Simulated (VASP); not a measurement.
Input:

```
Bi2Se3
1.0
    9.57493    -2.07151    -0.00667
    9.57493     2.07151    -0.00667
    9.12925     0.00000     3.55351
Bi Se
2 3
Direct
  0.40065   0.40065   0.40065
  0.59935   0.59935   0.59935
  0.00000   0.00000   0.00000
  0.21074   0.21074   0.21074
  0.78926   0.78926   0.78926
```

All values below come from PBE GGA with D4 dispersion, VASP's PBE PAW potentials (set 64) (plane waves; VASP). Numerical set-up: 520 eV cut-off, 7×7×7 Γ-centred mesh, tetrahedra with Blöchl corrections, potentials Bi_d Se.

Unless said otherwise, spin-orbit coupling is left out, though it shifts the bands of the heavy elements here.

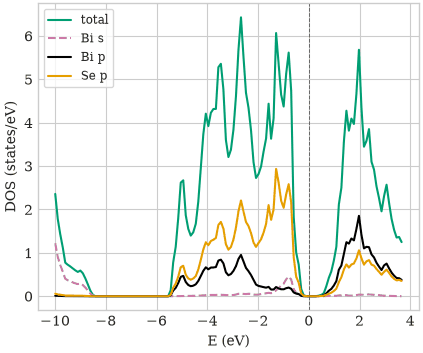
Total and projected density of states, zero at the valence-band maximum

Within 2 eV below the valence-band maximum the largest weight inside VASP's projection spheres is Se p.

The gap is direct, 0.17 eV, from the valence maximum at Γ to the conduction minimum at Γ.

The compound is Bi2Se3 in the tetradymite structure. It was relaxed first.
